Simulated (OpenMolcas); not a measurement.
# SiH (SMILES [SiH]) at 6 levels

Wanted: a comparison of 6 runs (UHF/6-311G, U-r2SCAN/6-311G, UB3LYP/6-311G, UPBE/6-311G, UPBE0/6-311G, USVWN5/6-311G) of SiH. 

The calculation is run with OpenMolcas 26.06.

1 further run of the same task is left out (set aside as unsound or not needed).

## (1) The molecule

The species is SiH (2 atoms), meant as a doublet with charge 0. SMILES: `[SiH]`. Geometry: relaxed at PBE0-D4/def2-TZVP.

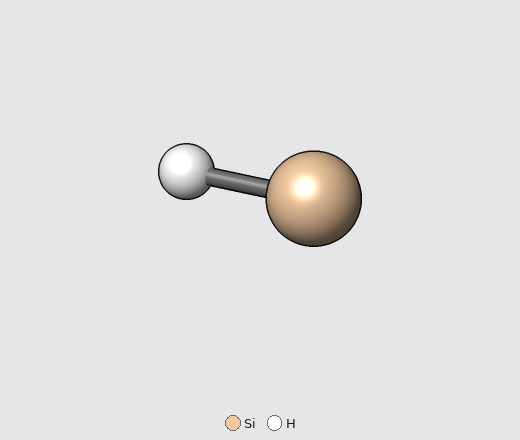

Viewed from a chosen angle; silicon light orange, hydrogen white.

## (2) A single-point energy at UHF/6-311G (run 1)

File test.inp:

```
>>> EXPORT MOLCAS_PRINT=2
&GATEWAY
BasLib
$CurrDir
Coord
2
angstrom
Si       0.000000       0.000000      -0.007580
H        0.000000       0.000000       1.524140
Basis
6-311G
Group
NoSym
&SEWARD
&SCF
UHF
Spin
2
Thresholds
1e-10 1e-07 1e-07 1e-05
PrOrbitals
1 1
```

The basis set 6-311G is read from a file made from the Basis Set Exchange's data (not shown).

On the command line:

```
$ export MOLCAS_MEM=1860
$ pymolcas test.inp > test.log
```

What it wrote:

```text
--- Start Module: gateway ---
[...]
--- Stop Module: gateway /rc=_RC_ALL_IS_WELL_ ---
--- Start Module: seward ---
[...]
      Basis functions           24
--- Stop Module: seward /rc=_RC_ALL_IS_WELL_ ---
--- Start Module: scf ---
[...]
       Convergence after  12 Iterations
[...]
::    Total SCF energy                               -289.4129436735
[...]
      Total spin, S                                     0.5016799351
[...]
      Total electronic charge=   15.000000
      Total            charge=   -0.000000
[...]
      Dipole Moment (debye):
      Origin of the operator (angstrom)=    0.0000    0.0000    0.0457
                   X=  4.0344E-15               Y= -9.2171E-16               Z=  4.1703E-01           Total=  4.1703E-01
      Quadrupole Moment (debye*angstrom):
[...]
--- Stop Module: scf /rc=_RC_ALL_IS_WELL_ ---
[...]
```

It took 1.8 s on 1 thread of Arm Neoverse V1, shared host; peak memory 0.37 GiB.

## (3) A single-point energy at U-r2SCAN/6-311G (run 2)

File test.input:

```
>>> EXPORT MOLCAS_PRINT=2

&GATEWAY
  BASLIB=$CurrDir
  COORD
  2
  angstrom
  Si       0.000000       0.000000      -0.007580
  H        0.000000       0.000000       1.524140
  BASIS=6-311G
  GROUP=NoSym

&SEWARD
  GRIDINPUT
  Grid=UltraFine
  End of Grid

&SCF
  UHF
  SPIN=2
  KSDFT=2
  1.0 MGGA_X_R2SCAN
  1.0 MGGA_C_R2SCAN
  THRESHOLDS=1e-10 1e-07 1e-07 1e-05
  PRORBITALS=1 1
```

The basis set 6-311G is read from a file made from the Basis Set Exchange's data (not shown).

On the command line:

```
$ export MOLCAS_MEM=1860
$ pymolcas test.input > test.log
```

What it wrote:

```text
--- Start Module: gateway ---
[...]
--- Stop Module: gateway /rc=_RC_ALL_IS_WELL_ ---
--- Start Module: seward ---
[...]
      Basis functions           24
--- Stop Module: seward /rc=_RC_ALL_IS_WELL_ ---
--- Start Module: scf ---
[...]
       Convergence after  35 Iterations
[...]
::    Total KS-DFT energy                            -289.9423088326
[...]
      Total spin, S                                     0.5008895385
[...]
      Total electronic charge=   15.000000
      Total            charge=   -0.000000
[...]
      Dipole Moment (debye):
      Origin of the operator (angstrom)=    0.0000    0.0000    0.0457
                   X=  5.1586E-10               Y= -2.4916E-11               Z=  4.5574E-01           Total=  4.5574E-01
      Quadrupole Moment (debye*angstrom):
[...]
--- Stop Module: scf /rc=_RC_ALL_IS_WELL_ ---
[...]
```

Wall time 12 s (1 thread of Arm Neoverse V1, shared host); peak memory 0.37 GiB.

Runs 3 to 4 aren't shown in full; the table further down has their settings and results.

## (4) The energy at UPBE0/6-311G (run 5)

File test.inp:

```
* HSi Kohn-Sham DFT
>>> EXPORT MOLCAS_PRINT=2
&GATEWAY
BasLib=$CurrDir
Coord
2
angstrom
Si       0.000000       0.000000      -0.007580
H        0.000000       0.000000       1.524140
Basis=6-311G
Group=NoSym
&SEWARD
GridInput
Grid=UltraFine
End of Grid
&SCF
UHF
Spin=2
KSDFT=PBE0
Thresholds=1e-10 1e-07 1e-07 1e-05
PrOrbitals=1 1
```

The basis set 6-311G is read from a file made from the Basis Set Exchange's data (not shown).

On the command line:

```
$ export MOLCAS_MEM=1860
$ pymolcas test.inp > test.log
```

What it wrote:

```text
--- Start Module: gateway ---
[...]
--- Stop Module: gateway /rc=_RC_ALL_IS_WELL_ ---
--- Start Module: seward ---
[...]
      Basis functions           24
--- Stop Module: seward /rc=_RC_ALL_IS_WELL_ ---
--- Start Module: scf ---
[...]
       Convergence after  16 Iterations
[...]
::    Total KS-DFT energy                            -289.8509502347
[...]
      Total spin, S                                     0.5005844889
[...]
      Total electronic charge=   15.000000
      Total            charge=   -0.000000
[...]
      Dipole Moment (debye):
      Origin of the operator (angstrom)=    0.0000    0.0000    0.0457
                   X=  2.7264E-15               Y= -9.7739E-16               Z=  4.2788E-01           Total=  4.2788E-01
      Quadrupole Moment (debye*angstrom):
[...]
--- Stop Module: scf /rc=_RC_ALL_IS_WELL_ ---
[...]
```

It took 4.8 s on 1 thread of Arm Neoverse V1, shared host; peak memory 0.37 GiB.

## (5) A single-point energy at USVWN5/6-311G (run 6)

test.inp, as its differences from that of step 4:

```diff
@@ -1,3 +1 @@
-* HSi Kohn-Sham DFT
->>> EXPORT MOLCAS_PRINT=2
 &GATEWAY
@@ -18,3 +16,3 @@
 Spin=2
-KSDFT=PBE0
+KSDFT=SVWN5
 Thresholds=1e-10 1e-07 1e-07 1e-05
```

The basis set 6-311G is read from a file made from the Basis Set Exchange's data (not shown).

On the command line:

```
$ export MOLCAS_MEM=1860
$ pymolcas test.inp > test.log
```

What it wrote:

```text
--- Start Module: gateway ---
[...]
--- Stop Module: gateway /rc=_RC_ALL_IS_WELL_ ---
--- Start Module: seward ---
[...]
      Basis functions           24
--- Stop Module: seward /rc=_RC_ALL_IS_WELL_ ---
--- Start Module: scf ---
[...]
       Convergence after  11 Iterations
[...]
::    Total KS-DFT energy                            -288.8058729867
[...]
      Total spin, S                                     0.5002916550
[...]
      Total electronic charge=   15.000000
      Total            charge=   -0.000000
[...]
      Dipole Moment (debye):
      Origin of the operator (angstrom)=    0.0000    0.0000    0.0457
                   X=  2.5856E-15               Y= -4.9490E-16               Z=  4.4332E-01           Total=  4.4332E-01
      Quadrupole Moment (debye*angstrom):
[...]
--- Stop Module: scf /rc=_RC_ALL_IS_WELL_ ---
[...]
```

It took 3.3 s on 1 thread of Arm Neoverse V1, shared host; peak memory 0.37 GiB.

## (6) The series

| run | level | integration grid | energy (Eh) | dipole moment (D) | HOMO energy (eV) | LUMO energy (eV) | wall time |
| --- | --- | --- | --- | --- | --- | --- | --- |
| 1 | UHF/6-311G | – | -289.412944 | 0.42 | -7.97 | -0.23 | 1.8 s |
| 2 | U-r2SCAN/6-311G | UltraFine | -289.942309 | 0.46 | -4.80 | -4.16 | 12 s |
| 3 | UB3LYP/6-311G | UltraFine | -290.001648 | 0.32 | -5.22 | -3.52 | 4.2 s |
| 4 | UPBE/6-311G | UltraFine | -289.826079 | 0.40 | -4.49 | -4.31 | 4.5 s |
| 5 | UPBE0/6-311G | UltraFine | -289.850950 | 0.43 | -5.53 | -3.40 | 4.8 s |
| 6 | USVWN5/6-311G | UltraFine | -288.805873 | 0.44 | -4.50 | -4.44 | 3.3 s |

## (7) Results

```
                                 quantity          value
                      run 6: total energy  -288.80587 Eh
                     run 6: dipole moment         0.44 D
run 6: HOMO energy (highest over α and β)       -4.50 eV
 run 6: LUMO energy (lowest over α and β)       -4.44 eV
                              run 6: ⟨S²⟩          0.751
```

In words: The dipole moment (its size) runs from 0.32 D (UB3LYP/6-311G) to 0.46 D (U-r2SCAN/6-311G). Totals of different functionals can't be ranked against each other. All runs together took 31 s, the longest 12 s.
